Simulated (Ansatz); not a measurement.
The figure comes from a scan of WSi$_{2}$ (MoSi2 type, space group I4/mmm): volume and axial ratio are varied about the relaxed values (subscript 0). Method: PBE (plane waves to 420 eV, PAW, scalar-relativistic; Ansatz, a first-principles code). k mesh 20×20×20 (Γ-centred), Fermi-Dirac smearing 0.05 eV. Compression counts positive. As the atoms are clamped, bonds stretch with the cell, which overstates energies and stresses. With partly filled bands, the response to shear is sensitive to the k mesh, so small differences along c/a are uncertain. Spin-orbit coupling is left out, though W is heavy. WSi2 is run without spin polarisation. WSi2 was relaxed with its symmetry unable to fall. 

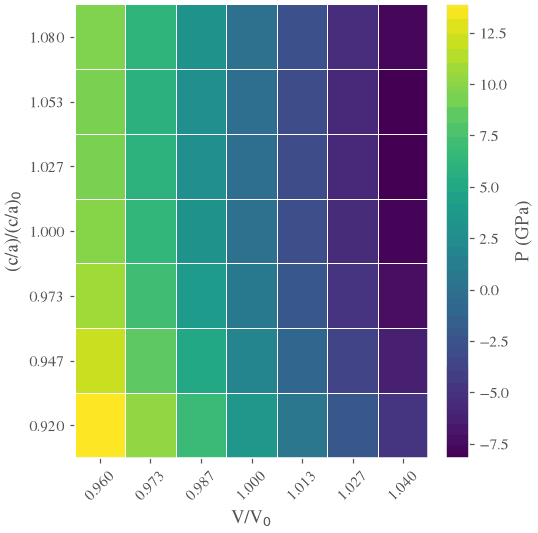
Figure. P (GPa), one tile a computed point.

Turn the plot into a table (rounded to what can be read).

To the nearest 2:

P (GPa), with V/V₀ across and (c/a)/(c/a)₀ down:

```csv
(c/a)/(c/a)₀ \ V/V₀,0.960,0.973,0.987,1.000,1.013,1.027,1.040
0.920,14,10,6,4,0,-2,-4
0.947,12,8,6,2,-2,-4,-6
0.973,10,8,4,0,-2,-4,-8
1.000,10,6,4,0,-2,-6,-8
1.027,10,6,2,0,-4,-6,-8
1.053,10,6,2,0,-4,-6,-8
1.080,10,6,2,0,-2,-6,-8
```

(A scan under strain: stresses follow from slopes of the energy per volume, elastic moduli from its curvatures.)
